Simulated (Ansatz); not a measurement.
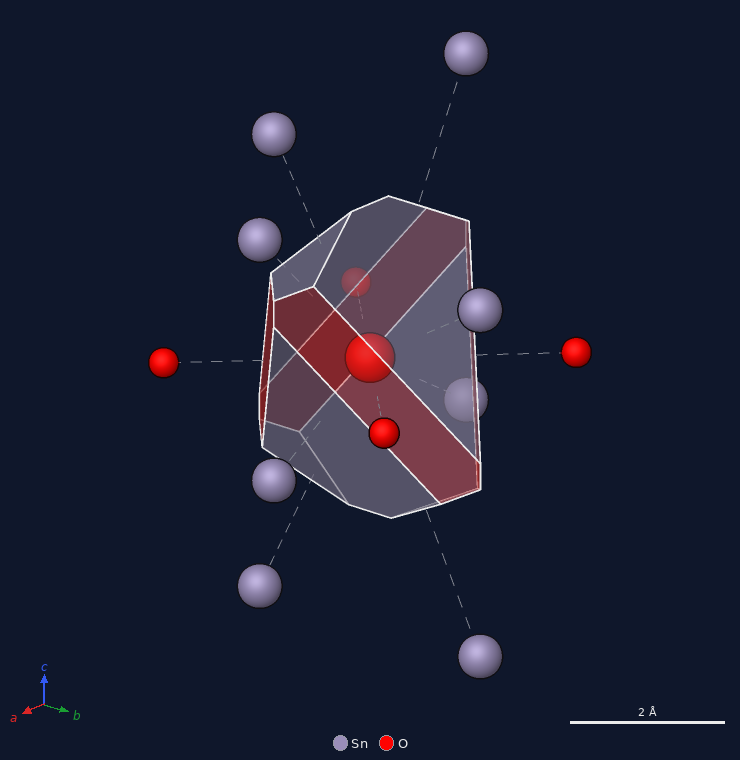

Voronoi cell (the region closer to this atom than to any other), computed from the atomic positions without radii. Central atom: O (2a) in SnO; faces take the colour of the neighbour behind them. Source: a calculation's input that goes back to an entry of the Crystallography Open Database (an earlier step may have relaxed or displaced it).

SnO, space group P4/nmm:1 (No. 129), a = 3.802 Å, b = 3.802 Å, c = 4.836 Å, α = 90.00°, β = 90.00°, γ = 90.00°

| site | Wyckoff | x | y | z |
| --- | --- | --- | --- | --- |
| Sn | 2c | 0.0000 | 0.5000 | 0.2385 |
| O | 2a | 0.0000 | 0.0000 | 0.0000 |

### What is the volume of this Voronoi cell?

15.3 Å³, against a mean of 17.5 Å³ per atom in this structure.

### How many faces does the cell have, and of which kinds?

12 faces, index ⟨0,4,4,4⟩.
